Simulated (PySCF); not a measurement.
**AlF₃: structure of the singlet**

The task is one start of a wider search on AlF₃: the singlet, from a trigonal planar start. It is relaxed, tested by its Hessian and followed downhill if it is a saddle.

Method: PBE, basis Al def2-TZVP, F def2-TZVP, no relativity, density fitting; program: PySCF 2.14.0.

### Step 1. The starting structure

4 atoms, charge 0, spin multiplicity 1.

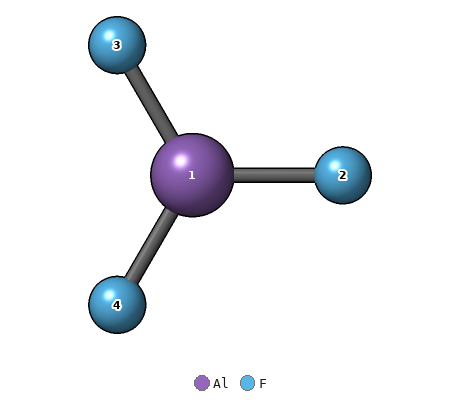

As it starts; aluminium purple, fluorine blue; atoms are numbered from 1 in the order of the file.

```xyz
4
charge 0 multiplicity 1
Al    0.0000    0.0000    0.0000
F     1.9000    0.0000    0.0000
F    -0.9500    1.6454    0.0000
F    -0.9500   -1.6454    0.0000
```

### Step 2. First SCF at the start

The steps below are one call of a driver around PySCF. For each, scf.py gives the equivalent set-up of the SCF; relaxations use the driver's own optimiser. After this first run the driver tries any further starts and a stability analysis.

Input file scf.py:

```python
from pyscf import gto, scf, dft
mol = gto.M(atom='''
Al     0.000000     0.000000     0.000000
F      1.900000     0.000000     0.000000
F     -0.950000     1.645400     0.000000
F     -0.950000    -1.645400     0.000000''',
    basis={'Al': 'def2-TZVP', 'F': 'def2-TZVP'},
    charge=0, spin=0)
mf = dft.RKS(mol, xc='PBE')
mf.grids.atom_grid = (50, 194)
aux = {'Al': 'def2-universal-JKFIT', 'F': 'def2-universal-JKFIT'}
mf = mf.density_fit(auxbasis=aux)
mf.conv_tol = 1e-08
mf.diis_space = 10
mf.max_cycle = 60
mf.init_guess = 'minao'
mf.verbose = 4
mf.kernel()
```

Launch:

```sh
> OMP_NUM_THREADS=4 python axn.py task.json out
```

Output:

```text
init E= -541.627940683552
  HOMO = -0.443491964437966  LUMO = -0.153480895918719  gap/eV = 7.89160
cycle= 1 E= -541.592772582503  delta_E= 0.0352  |g|= 1.16  |ddm|=  1.9
  HOMO = -0.168198329587162  LUMO = -0.103190737919321  gap/eV = 1.76895
cycle= 2 E= -539.400512573165  delta_E= 2.19  |g|= 3.71  |ddm|= 2.63
  HOMO = -0.342107294700336  LUMO = -0.154361772311951  gap/eV = 5.10882
cycle= 3 E= -541.841001908793  delta_E= -2.44  |g|= 0.0642  |ddm|= 2.02
  HOMO = -0.340776052560409  LUMO = -0.164361399444502  gap/eV = 4.80049
cycle= 4 E= -541.840909362638  delta_E= 9.25e-05  |g|= 0.0619  |ddm|= 0.0958
  HOMO = -0.342031970476193  LUMO = -0.162657947316113  gap/eV = 4.88102
cycle= 5 E= -541.841615361709  delta_E= -0.000706  |g|= 0.014  |ddm|= 0.0399
  HOMO = -0.343061505941141  LUMO = -0.162966316145663  gap/eV = 4.90064
cycle= 6 E= -541.841648140044  delta_E= -3.28e-05  |g|= 0.0016  |ddm|= 0.0074
  HOMO = -0.343108461611932  LUMO = -0.162959659305741  gap/eV = 4.90210
cycle= 7 E= -541.841648080885  delta_E= 5.92e-08  |g|= 0.00168  |ddm|= 0.00134
  HOMO = -0.343121436919305  LUMO = -0.162955834390552  gap/eV = 4.90256
cycle= 8 E= -541.841648539922  delta_E= -4.59e-07  |g|= 0.000165  |ddm|= 0.000785
  HOMO = -0.343130305798426  LUMO = -0.162954235040644  gap/eV = 4.90284
cycle= 9 E= -541.841648544377  delta_E= -4.46e-09  |g|= 1.38e-05  |ddm|= 8.04e-05
  HOMO = -0.343129976123313  LUMO = -0.162951621723238  gap/eV = 4.90290
Extra cycle  E= -541.841648544342  delta_E= 3.47e-11  |g|= 1.98e-05  |ddm|= 2.59e-05
converged SCF energy = -541.841648544342
```

This step, with its further starts and checks, ran for 5.2 s (4 threads of Arm Neoverse V1, shared host).

No lower closed-shell solution turned up in the test of internal stability.

### Step 3. Relaxing the singlet from the trigonal planar start

The program finds D3h symmetry in the start, which this walk keeps. The walk stops when the largest gradient is under 0.0003 Eh/bohr and the energy has settled too.

scf.py: that of step 2 with these lines changed.

```diff
@@ -3,4 +3,4 @@
-Al     0.000000     0.000000     0.000000
-F      1.900000     0.000000     0.000000
-F     -0.950000     1.645400     0.000000
-F     -0.950000    -1.645400     0.000000''',
+Al    -0.000000    -0.000000     0.000000
+F      1.899972     0.000000     0.000000
+F     -0.949986     1.645424     0.000000
+F     -0.949986    -1.645424     0.000000''',
@@ -16 +15,0 @@
-mf.init_guess = 'minao'
```

The optimiser's trace:

```
step  energy (Eh)  change (kJ/mol)  largest symmetric gradient (Eh/bohr)
   0  -541.841649             0.00                               0.07913
   1  -541.902401          -159.51                               0.04003
   2  -541.906920          -171.37                               0.03838
   3  -541.912426          -185.83                               0.00571
   4  -541.912583          -186.24                               0.00085
   5  -541.912586          -186.25                               0.00002
```

The walk took 6.2 s.

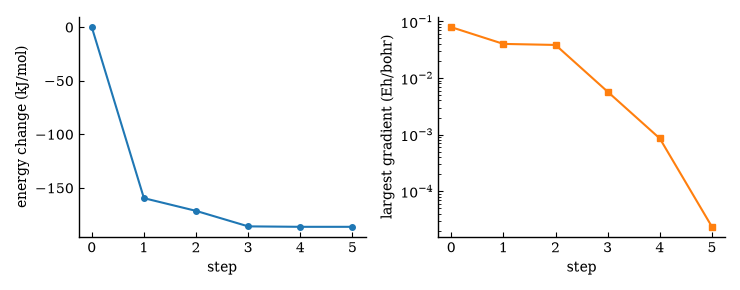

How energy and gradient fall.

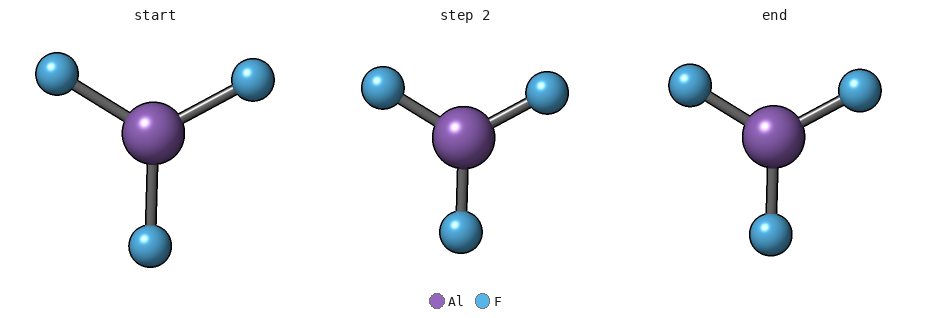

Start and end of the relaxation, with a step between.

It settles in D3h symmetry, 186.2 kJ/mol below the start, after 5 steps: Al–F 1.647 Å (×3); F–Al–F 120.0° (×3).

### Step 4. Vibrations and properties at this point

On the finer grid the gradient is checked again; gradients at displacements of ±0.02 bohr then give force constants and infrared intensities.

scf.py: that of step 3 with these lines changed.

```diff
@@ -3,4 +3,4 @@
-Al    -0.000000    -0.000000     0.000000
-F      1.899972     0.000000     0.000000
-F     -0.949986     1.645424     0.000000
-F     -0.949986    -1.645424     0.000000''',
+Al    -0.000000     0.000000     0.000000
+F      1.647346     0.000000     0.000000
+F     -0.823673     1.426644     0.000000
+F     -0.823673    -1.426644     0.000000''',
@@ -10 +10 @@
-mf.grids.atom_grid = (50, 194)
+mf.grids.atom_grid = (75, 302)
@@ -13 +13 @@
-mf.conv_tol = 1e-08
+mf.conv_tol = 1e-10
```

The driver hands on the density of the step before, so the log starts near convergence.

SCF at the final geometry:

```text
init E= -541.912678490548
  HOMO = -0.352988279603383  LUMO = -0.0920912947113953  gap/eV = 7.09937
cycle= 1 E= -541.912678490547  delta_E= 4.55e-13  |g|= 1.35e-06  |ddm|= 7.41e-07
  HOMO = -0.352987964908532  LUMO = -0.0920912246401378  gap/eV = 7.09936
Extra cycle  E= -541.912678490547  delta_E= 2.27e-13  |g|= 2.7e-06  |ddm|= 1.54e-06
converged SCF energy = -541.912678490547
```

The whole step took 14 s.

Geometry: D3h; Al–F 1.647 Å (×3); F–Al–F 120.0° (×3).

Modes, for the most abundant isotopes:

| symmetry | ω (cm⁻¹) | IR (km/mol) | μ (u) | type |
| --- | --- | --- | --- | --- |
| e' | 233 | 60.2 | 19.90 | bend |
| a2'' | 278 | 120 | 23.77 | bend |
| a1' | 664 | 0.0 | 19.00 | stretch |
| e' | 920 | 338 | 22.50 | stretch |

Every mode is real; the point is a minimum.

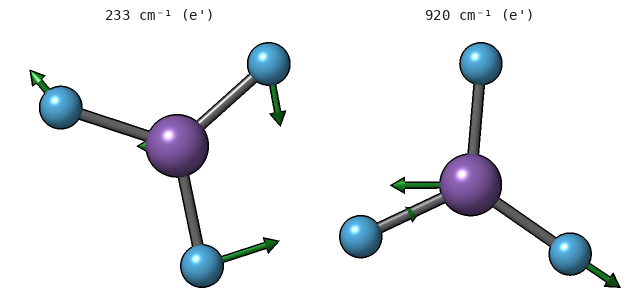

How the atoms move in 2 of the modes.

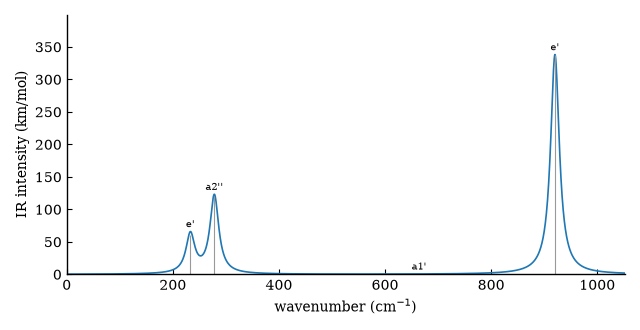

The harmonic infrared spectrum (widths in cm⁻¹). Lines are broadened to a width of 20 cm⁻¹ (Lorentzian).

Constants and moments:

```yaml
Dipole_moment: 0.00 D
Highest_occupied_level: -9.61 eV
Lowest_empty_level: -2.51 eV
Rotational_constants: 0.218, 0.218, 0.109 cm⁻¹
Zero-point_energy: 19.4 kJ/mol
Principal_polarisabilities: 18.3, 21.3, 21.3 bohr³
Atomisation_energy_without_zero-point_energy: 1779 kJ/mol
Principal_traceless_quadrupole_moments_about_the_centre_of_mass: -4.46, -4.46, 8.91 D Å
Entropy_at_298.15_K_and_1_bar: 279.4 J/(mol K)
Heat_capacity_Cp_at_298.15_K: 63.1 J/(mol K)
Enthalpy_at_298.15_K_above_0_K: 14.37 kJ/mol
Rotational_symmetry_number: 6
```

Populations by atom (charges in e):

```csv
atom,Mulliken,Löwdin,polar tensor,Mayer order to Al1
Al1,0.86,-0.05,1.79,–
"F2,3,4",-0.29,0.02,-0.60,1.19
```

Mulliken populations on Al1: s 4.57, p 6.85, d 0.57, f 0.15.

### Step 5. What came out

```
                                 quantity                                      value
                                  minimum                               singlet, D3h
                                 geometry      Al–F 1.647 Å (×3); F–Al–F 120.0° (×3)
                       wavenumbers (cm⁻¹)  233 (e'), 278 (a2''), 664 (a1'), 920 (e')
                            dipole moment                                     0.00 D
     highest occupied, lowest empty level                            -9.61, -2.51 eV
               polar-tensor charge of Al1                                    +1.79 e
                        zero-point energy                                19.4 kJ/mol
                      entropy at 298.15 K                            279.4 J/(mol K)
atomisation energy (no zero-point energy)                                1779 kJ/mol
```

**Reading.** The molecule stays D3h, as typed, and the end point is a minimum. The strongest infrared band lies at 920 cm⁻¹ (e', stretch). Al1 has a polar-tensor charge of +1.8 e (a dipole derivative, not a static charge), yet symmetry cancels the bond dipoles. Only this shape and spin were tried, so other structures or states may lie lower.

The search up to here took 26 s.
